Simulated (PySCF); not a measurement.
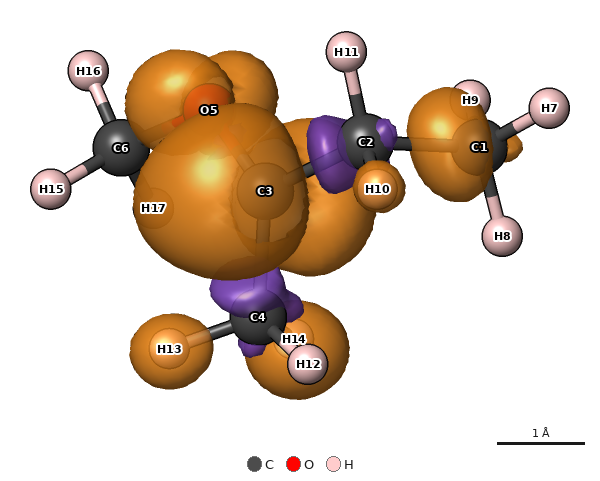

The picture shows: C5H11O (SMILES CC[C](C)OC) (doublet). Isosurfaces of the spin density at +0.015 (orange) and −0.015 e/Å³ (purple), seen at a tilt.

Geometry: GFN2-xTB.

Method: UKS B3LYP, pcH-1 on C H O, non-relativistic, mean-field spin-orbit, GIAO in PySCF 2.14.0, density-fitted response routines.

```yaml
atoms:
  - { symbol: C, position_ang: [-1.5883, -1.4967, -0.4428] }
  - { symbol: C, position_ang: [-1.4115, -0.2881, 0.4947] }
  - { symbol: C, position_ang: [-0.1122, 0.4144, 0.3036] }
  - { symbol: C, position_ang: [0.1788, 1.1654, -0.9482] }
  - { symbol: O, position_ang: [0.9030, -0.1111, 1.0866] }
  - { symbol: C, position_ang: [2.2030, 0.3713, 0.8996] }
  - { symbol: H, position_ang: [-2.5381, -1.9889, -0.2463] }
  - { symbol: H, position_ang: [-1.5697, -1.1777, -1.4820] }
  - { symbol: H, position_ang: [-0.7848, -2.2110, -0.2836] }
  - { symbol: H, position_ang: [-2.2330, 0.4119, 0.3213] }
  - { symbol: H, position_ang: [-1.4629, -0.6361, 1.5273] }
  - { symbol: H, position_ang: [-0.7598, 1.4886, -1.3903] }
  - { symbol: H, position_ang: [0.7898, 2.0499, -0.7586] }
  - { symbol: H, position_ang: [0.7113, 0.5573, -1.6918] }
  - { symbol: H, position_ang: [2.2649, 1.4499, 1.0843] }
  - { symbol: H, position_ang: [2.8270, -0.1497, 1.6253] }
  - { symbol: H, position_ang: [2.5755, 0.1629, -0.1091] }
```

Describe the spin distribution.

The unpaired spin (1 electron) lies mostly on C3 (about 0.6) and O5 (about 0.2), in electrons by Hirshfeld's partition.
